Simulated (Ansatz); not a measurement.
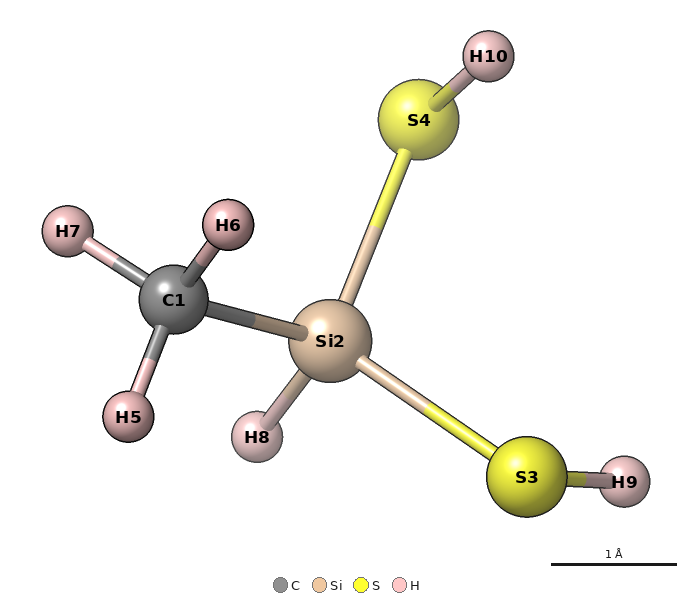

Orthographic view. Distant atoms are faded towards the background colour. The computed structure is the end point of a PBE0-D4/def2-TZVP optimisation.

Write a MOL file (V2000) with the atoms in numerical order, bonds sorted by atom number with the orders drawn, and coordinates in the frame of the picture: x right, y up, z towards the viewer, origin at the mean position.

```
CH6S2Si
                    3D

 10  9  0  0  0  0  0  0  0  0999 V2000
   -1.2100    0.0700    0.8300 C   0  0  0  0  0  0  0  0  0  0  0  0
    0.0500   -0.2600   -0.5000 Si  0  0  0  0  0  4  0  0  0  0  0  0
    1.6200   -1.3500    0.4500 S   0  0  0  0  0  0  0  0  0  0  0  0
    0.7500    1.5100   -1.4700 S   0  0  0  0  0  0  0  0  0  0  0  0
   -1.5700   -0.8700    1.2600 H   0  0  0  0  0  0  0  0  0  0  0  0
   -0.7700    0.6700    1.6300 H   0  0  0  0  0  0  0  0  0  0  0  0
   -2.0600    0.6200    0.4200 H   0  0  0  0  0  0  0  0  0  0  0  0
   -0.5400   -1.0300   -1.6300 H   0  0  0  0  0  0  0  0  0  0  0  0
    2.4000   -1.3900   -0.6400 H   0  0  0  0  0  0  0  0  0  0  0  0
    1.3100    2.0200   -0.3500 H   0  0  0  0  0  0  0  0  0  0  0  0
  1  2  1  0
  1  5  1  0
  1  6  1  0
  1  7  1  0
  2  3  1  0
  2  4  1  0
  2  8  1  0
  3  9  1  0
  4 10  1  0
M  END
```
